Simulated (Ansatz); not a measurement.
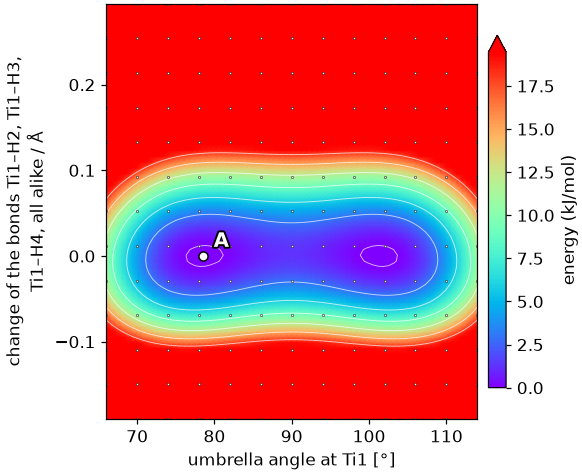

TiH3, spin multiplicity 2. First axis: umbrella angle at Ti1 (between each of its bonds and their common axis; 90 is planar). Second axis: change of the bonds Ti1–H2, Ti1–H3, Ti1–H4, all alike. Nothing is relaxed (all other coordinates rigid). The grid has 13 × 13 points; 91 points were computed and 78 follow by symmetry. Points are written as (first, second). All energies are given in kJ/mol relative to the lowest grid point. All numbers below come from UKS PBE-D4/def2-TZVP in Ansatz 0.2.0.

Drawn: a smooth colour map with a few white contour lines, dots at the grid points, one colour for all values above the top of the scale, the well A. Between grid points the surface is interpolated.

Q: Where is the minimum, and how stiff is the well along each coordinate? Take the well at A.

A: The interpolated minimum is at the first coordinate ≈ 78.5°, the second coordinate ≈ 0.000 Å. The curvatures there are about 2.7 eV/rad² and 30 eV/Å², with a cross term of about −0.9 eV/(rad·Å). Round the minimum the two coordinates are weakly coupled (coupling −0.10 in units of the two stiffnesses). (1 eV is 96.5 kJ/mol.)
